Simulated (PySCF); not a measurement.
## Geometry relaxation, with input and output: C₃H₈OSi

C₃H₈OSi, computed with PBE0-D3(BJ)/def2-SVP geometry optimisation, gas phase (PySCF 2.14.0).

It belongs to a series of runs on one base structure; here: H on C replaced by CH3.

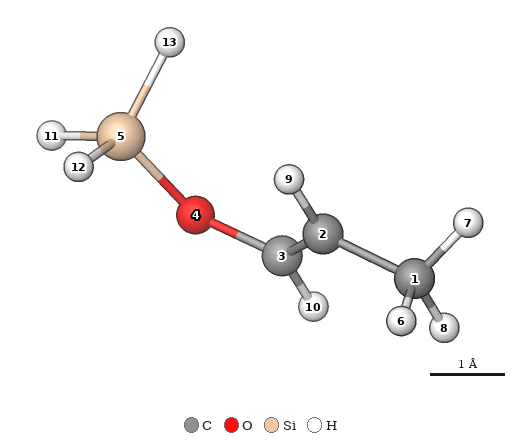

Fig. 1: The starting structure (ball-and-stick view, seen at a tilt; atoms are numbered from 1 in the order of the input).

**Input**
```
{"job": {"xc": "PBE0", "basis": "def2-SVP", "d3": "d3bj", "grid": 1, "shake": 0.01, "kind": "geom"}, "charge": 0, "multiplicity": 1}
C     -2.272940     0.110160     0.192650
C     -0.808370     0.151320     0.128210
C     -0.090500    -0.797160    -0.435370
O      1.306990    -0.814710    -0.515400
Si     2.434880     0.196890    -0.026250
H     -2.708410     0.980690    -0.373590
H     -2.624070     0.226460     1.219490
H     -2.670130    -0.782080    -0.234750
H     -0.312350     1.017050     0.590650
H     -0.521370    -1.674910    -0.870010
H      3.591050    -0.523780    -0.494360
H      2.291530     1.525670    -0.623000
H      2.389510     0.367510     1.431430
```

The first line tells a small driver script what to run in PySCF; the rest is the geometry in Å.

Launch command:
```bash
OMP_NUM_THREADS=1 python <driver script> task.json out
```

**What the program printed**
```
step   0  E = -483.25904956  max force = 0.077830
step   1  E = -483.27039699  max force = 0.011644
step   2  E = -483.26954933  max force = 0.012795
step   3  E = -483.27102371  max force = 0.003061
step   4  E = -483.27096962  max force = 0.003288
step   5  E = -483.27115811  max force = 0.001203
step   6  E = -483.27117659  max force = 0.000504
step   7  E = -483.27119862  max force = 0.000618
step   8  E = -483.27122291  max force = 0.000972
step   9  E = -483.27122799  max force = 0.000562
step  10  E = -483.27123190  max force = 0.000193
optimisation converged
```

**Trajectory as extended XYZ (Å, eV, eV/Å), 11 frames, from step=0 to step=10**
```
13
Properties=species:S:1:pos:R:3:forces:R:3 step=0 energy=-13150.14855
C    -2.2729    0.1102    0.1926   -0.4481   1.8123  -0.2101
C    -0.8084    0.1513    0.1282    0.1865   0.7814   0.5076
C    -0.0905   -0.7972   -0.4354    2.7600   0.0111  -0.0221
O     1.3070   -0.8147   -0.5154   -4.0022  -1.8505  -0.8971
Si    2.4349    0.1969   -0.0262    1.0393   1.1915   0.7407
H    -2.7084    0.9807   -0.3736    0.1715  -0.5360   0.3265
H    -2.6241    0.2265    1.2195   -0.2061  -0.1019   0.3375
H    -2.6701   -0.7821   -0.2347   -0.5164  -1.0606  -0.3989
H    -0.3124    1.0171    0.5907    0.0345  -0.0734  -0.1001
H    -0.5214   -1.6749   -0.8700   -0.3064  -0.7286  -0.4271
H     3.5911   -0.5238   -0.4944    1.1344  -0.1062  -0.1204
H     2.2915    1.5257   -0.6230    0.0262   0.5899  -0.3126
H     2.3895    0.3675    1.4314    0.1269   0.0711   0.5761
13
Properties=species:S:1:pos:R:3:forces:R:3 step=1 energy=-13150.45732
C    -2.2577    0.1321    0.3911   -0.0610  -0.1613  -0.0675
C    -0.7784    0.1653    0.1892    0.0421  -0.0156   0.0069
C    -0.1094   -0.8114   -0.4317   -0.2637  -0.3249  -0.3798
O     1.2013   -0.8689   -0.7356    0.5988   0.3127   0.3060
Si    2.4249    0.1919   -0.2310   -0.2569  -0.2062  -0.0858
H    -2.7498    0.9952   -0.0871    0.0065   0.0069  -0.0258
H    -2.5340    0.1683    1.4565    0.0043  -0.0170   0.0699
H    -2.6976   -0.7861   -0.0423    0.0653   0.1678   0.0966
H    -0.2336    1.0418    0.5566    0.0283   0.0805   0.0037
H    -0.6331   -1.7043   -0.8133    0.0217   0.1895   0.1094
H     3.7196   -0.4171   -0.6488   -0.1262  -0.0251  -0.0408
H     2.2578    1.5288   -0.8772   -0.0211  -0.0183   0.0277
H     2.3977    0.3426    1.2554   -0.0381   0.0108  -0.0206
13
Properties=species:S:1:pos:R:3:forces:R:3 step=2 energy=-13150.43426
C    -2.1824    0.1646    0.4154   -0.0200  -0.0119  -0.0893
C    -0.7240    0.1062    0.1000   -0.6033  -0.1047   0.0772
C    -0.1189   -0.9071   -0.5293    0.2660   0.6580   0.3163
O     1.2103   -0.9019   -0.7602    0.4162  -0.3915  -0.2223
Si    2.3295    0.2199   -0.1833   -0.1553  -0.2097  -0.1106
H    -2.6604    1.0411   -0.0537   -0.0176  -0.0029   0.0081
H    -2.3679    0.2466    1.4998    0.0254  -0.0098  -0.0035
H    -2.7057   -0.7338    0.0529   -0.0064   0.0119   0.0172
H    -0.1173    0.9662    0.4125   -0.0262  -0.0230   0.0076
H    -0.6426   -1.8006   -0.8931    0.1213   0.0568   0.0103
H     3.6615   -0.3213   -0.5585   -0.0096  -0.0070  -0.0285
H     2.1108    1.5519   -0.8209    0.0063   0.0204   0.0195
H     2.2148    0.3462    1.3002    0.0030   0.0134  -0.0020
13
Properties=species:S:1:pos:R:3:forces:R:3 step=3 energy=-13150.47438
C    -2.2250    0.1441    0.4101    0.0005  -0.0300  -0.0913
C    -0.7596    0.1403    0.1229   -0.0149   0.0146   0.0278
C    -0.1067   -0.8480   -0.5011    0.0065   0.1574   0.1052
O     1.2212   -0.8831   -0.7512    0.0646  -0.0359   0.0036
Si    2.3818    0.2034   -0.1988   -0.1016  -0.1018  -0.0623
H    -2.7258    1.0059   -0.0626   -0.0032  -0.0039   0.0085
H    -2.4326    0.2119    1.4916    0.0315  -0.0066  -0.0118
H    -2.7089   -0.7693    0.0331   -0.0160  -0.0154   0.0050
H    -0.1905    1.0195    0.4525    0.0059  -0.0023   0.0206
H    -0.6253   -1.7418   -0.8666    0.0247  -0.0144  -0.0083
H     3.6873   -0.3839   -0.5956    0.0048   0.0018  -0.0185
H     2.1958    1.5394   -0.8382    0.0014   0.0218   0.0194
H     2.2961    0.3398    1.2856   -0.0042   0.0145   0.0022
13
Properties=species:S:1:pos:R:3:forces:R:3 step=4 energy=-13150.47291
C    -2.2315    0.1296    0.3881   -0.0517   0.1225   0.0935
C    -0.7573    0.1747    0.1610   -0.0915  -0.1691  -0.0734
C    -0.1109   -0.8193   -0.4580    0.1346   0.0692  -0.0771
O     1.2101   -0.8791   -0.7313    0.1197  -0.0108   0.0743
Si    2.3948    0.1942   -0.2118   -0.0349  -0.0455  -0.0383
H    -2.7415    0.9829   -0.0898   -0.0136   0.0016   0.0048
H    -2.4766    0.1753    1.4622   -0.0335   0.0041   0.0143
H    -2.6741   -0.7935   -0.0172    0.0278   0.0178   0.0083
H    -0.2045    1.0559    0.5131   -0.0332  -0.0311  -0.0207
H    -0.6415   -1.7072   -0.8222   -0.0063   0.0231   0.0087
H     3.6845   -0.4054   -0.6432   -0.0077   0.0062  -0.0078
H     2.2080    1.5348   -0.8431   -0.0071   0.0062   0.0119
H     2.3483    0.3352    1.2742   -0.0027   0.0059   0.0014
13
Properties=species:S:1:pos:R:3:forces:R:3 step=5 energy=-13150.47804
C    -2.2340    0.1387    0.3922    0.0060  -0.0172   0.0090
C    -0.7616    0.1503    0.1448    0.0263   0.0250   0.0070
C    -0.1009   -0.8371   -0.4701   -0.0528  -0.0122  -0.0548
O     1.2234   -0.8870   -0.7312    0.0338  -0.0075   0.0619
Si    2.3906    0.1997   -0.2059   -0.0017   0.0021  -0.0178
H    -2.7333    0.9993   -0.0842    0.0093  -0.0023  -0.0020
H    -2.4638    0.1964    1.4694   -0.0068   0.0007   0.0023
H    -2.7006   -0.7775   -0.0001    0.0000  -0.0045  -0.0015
H    -0.2032    1.0293    0.4922   -0.0037   0.0077  -0.0021
H    -0.6210   -1.7299   -0.8361   -0.0100  -0.0024  -0.0062
H     3.6881   -0.3812   -0.6385   -0.0009   0.0054  -0.0037
H     2.1864    1.5407   -0.8311   -0.0034   0.0041   0.0064
H     2.3378    0.3363    1.2804    0.0038   0.0011   0.0016
13
Properties=species:S:1:pos:R:3:forces:R:3 step=6 energy=-13150.47854
C    -2.2328    0.1358    0.3918    0.0000   0.0072  -0.0080
C    -0.7613    0.1521    0.1396    0.0136  -0.0014   0.0057
C    -0.1013   -0.8365   -0.4745    0.0005   0.0102  -0.0028
O     1.2256   -0.8888   -0.7258   -0.0135  -0.0151   0.0259
Si    2.3898    0.2009   -0.2016   -0.0023   0.0079  -0.0154
H    -2.7351    0.9934   -0.0864   -0.0043  -0.0001   0.0002
H    -2.4610    0.1963    1.4694    0.0037  -0.0004  -0.0047
H    -2.6972   -0.7829    0.0033   -0.0022  -0.0073  -0.0030
H    -0.2044    1.0334    0.4840   -0.0009  -0.0044   0.0046
H    -0.6220   -1.7291   -0.8404    0.0008  -0.0048  -0.0065
H     3.6876   -0.3755   -0.6384    0.0038   0.0041  -0.0017
H     2.1799    1.5422   -0.8243   -0.0026   0.0047   0.0039
H     2.3399    0.3366    1.2849    0.0035  -0.0004   0.0017
13
Properties=species:S:1:pos:R:3:forces:R:3 step=7 energy=-13150.47914
C    -2.2337    0.1335    0.3846   -0.0019   0.0053  -0.0077
C    -0.7603    0.1475    0.1437   -0.0043  -0.0136   0.0047
C    -0.0988   -0.8416   -0.4680    0.0241   0.0211   0.0021
O     1.2302   -0.8948   -0.7101   -0.0318  -0.0253   0.0133
Si    2.3891    0.2061   -0.1989    0.0034   0.0202  -0.0077
H    -2.7305    0.9930   -0.0958   -0.0063  -0.0006  -0.0014
H    -2.4704    0.1924    1.4604    0.0047  -0.0009  -0.0041
H    -2.6965   -0.7839   -0.0094   -0.0015  -0.0014  -0.0014
H    -0.2046    1.0269    0.4945    0.0037  -0.0045   0.0032
H    -0.6187   -1.7328   -0.8389    0.0085   0.0020  -0.0032
H     3.6880   -0.3575   -0.6492    0.0017   0.0010   0.0015
H     2.1600    1.5457   -0.8190   -0.0043  -0.0003  -0.0002
H     2.3539    0.3437    1.2879    0.0041  -0.0030   0.0008
13
Properties=species:S:1:pos:R:3:forces:R:3 step=8 energy=-13150.47980
C    -2.2392    0.1213    0.3559    0.0009   0.0011  -0.0022
C    -0.7584    0.1280    0.1636   -0.0311  -0.0124   0.0049
C    -0.0857   -0.8567   -0.4423    0.0360   0.0079   0.0094
O     1.2491   -0.9141   -0.6477   -0.0466  -0.0328  -0.0203
Si    2.3875    0.2289   -0.1894    0.0260   0.0500   0.0128
H    -2.7139    0.9918   -0.1273   -0.0058  -0.0022  -0.0038
H    -2.5103    0.1665    1.4242    0.0030  -0.0008  -0.0014
H    -2.6955   -0.7869   -0.0666    0.0020   0.0068   0.0010
H    -0.2085    0.9971    0.5474    0.0074  -0.0031  -0.0017
H    -0.5987   -1.7411   -0.8386    0.0057   0.0077  -0.0002
H     3.6875   -0.2971   -0.6798    0.0032  -0.0047   0.0117
H     2.0913    1.5538   -0.8136   -0.0069  -0.0114  -0.0086
H     2.4026    0.3867    1.2960    0.0060  -0.0061  -0.0015
13
Properties=species:S:1:pos:R:3:forces:R:3 step=9 energy=-13150.47994
C    -2.2408    0.1177    0.3503    0.0007  -0.0018  -0.0014
C    -0.7587    0.1222    0.1700   -0.0188  -0.0061   0.0013
C    -0.0825   -0.8590   -0.4379    0.0221   0.0045   0.0046
O     1.2532   -0.9167   -0.6351   -0.0232  -0.0200  -0.0140
Si    2.3877    0.2357   -0.1878    0.0122   0.0289   0.0085
H    -2.7101    0.9927   -0.1300   -0.0025  -0.0017  -0.0030
H    -2.5201    0.1554    1.4168    0.0006  -0.0004   0.0000
H    -2.6958   -0.7861   -0.0827    0.0015   0.0045   0.0016
H    -0.2095    0.9867    0.5648    0.0044  -0.0001  -0.0015
H    -0.5937   -1.7399   -0.8441    0.0040   0.0059   0.0013
H     3.6900   -0.2888   -0.6739    0.0000  -0.0040   0.0086
H     2.0821    1.5522   -0.8246   -0.0047  -0.0074  -0.0058
H     2.4060    0.4059    1.2961    0.0036  -0.0022  -0.0003
13
Properties=species:S:1:pos:R:3:forces:R:3 step=10 energy=-13150.48004
C    -2.2420    0.1129    0.3453   -0.0002   0.0000  -0.0006
C    -0.7589    0.1165    0.1752    0.0038   0.0024  -0.0024
C    -0.0788   -0.8598   -0.4365   -0.0043  -0.0012   0.0036
O     1.2577   -0.9181   -0.6247    0.0099   0.0005  -0.0039
Si    2.3873    0.2436   -0.1850   -0.0037  -0.0029   0.0014
H    -2.7073    0.9926   -0.1303    0.0007  -0.0008  -0.0010
H    -2.5281    0.1408    1.4102   -0.0013   0.0006  -0.0003
H    -2.6954   -0.7860   -0.0992    0.0000  -0.0019   0.0003
H    -0.2103    0.9760    0.5822   -0.0021   0.0012  -0.0005
H    -0.5880   -1.7361   -0.8542   -0.0011  -0.0016   0.0013
H     3.6940   -0.2846   -0.6550   -0.0004  -0.0006   0.0017
H     2.0779    1.5483   -0.8431   -0.0003   0.0005  -0.0001
H     2.3998    0.4320    1.2967   -0.0011   0.0037   0.0006
```

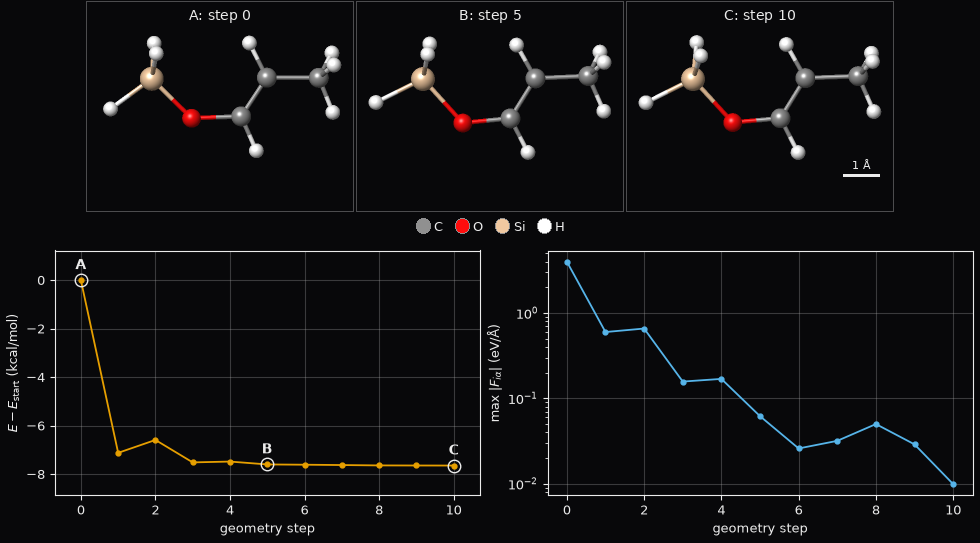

Fig. 2: Frames of the relaxation (ball-and-stick view, seen on its broad side) above the curves, on which the letters mark them (steps are counted from 0).

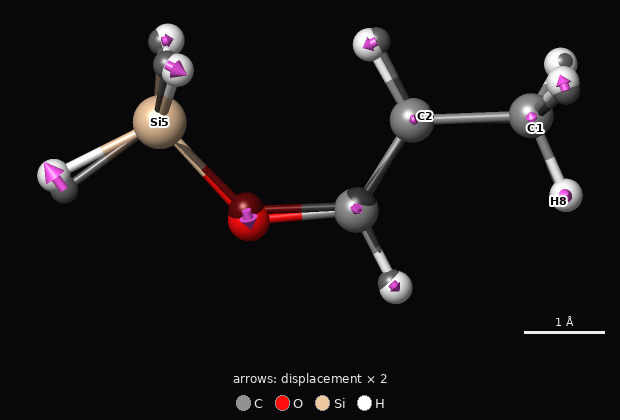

Fig. 3: Start (faint) and end (solid) with the displacements as pink arrows, magnified 2 times (ball-and-stick view, seen on its broad side). The two geometries are laid on each other by the best rigid fit. H11 moves most after the best rigid fit: 0.22 Å. By element the largest moves are H 0.22 Å, O 0.14 Å, C 0.06 Å, Si 0.04 Å. Among the contacts that change: O4–Si5 1.592 → 1.679 Å, C3–O4 1.400 → 1.351 Å, Si5–H11 1.441 → 1.486 Å, C1–H8 1.066 → 1.101 Å. Among the angles that change: O4–Si5–H11 98.7° → 105.2°, C3–O4–Si5 133.0° → 126.8°, H11–Si5–H12 113.6° → 110.7°. After 10 geometry steps the energy has fallen by 7.64 kcal/mol. Largest force component: 4 eV/Å at the start, 0.0099 eV/Å at the end. (Atoms are counted from 1 in the order of the input.)

**Key numbers**

```csv
quantity,value
outcome,converged
total energy,−483.271232 hartree
dipole moment,0.77 D
point group,C1
hardware,"1 CPU thread, shared host"
wall time,45 s
peak memory,0.46 GiB
```
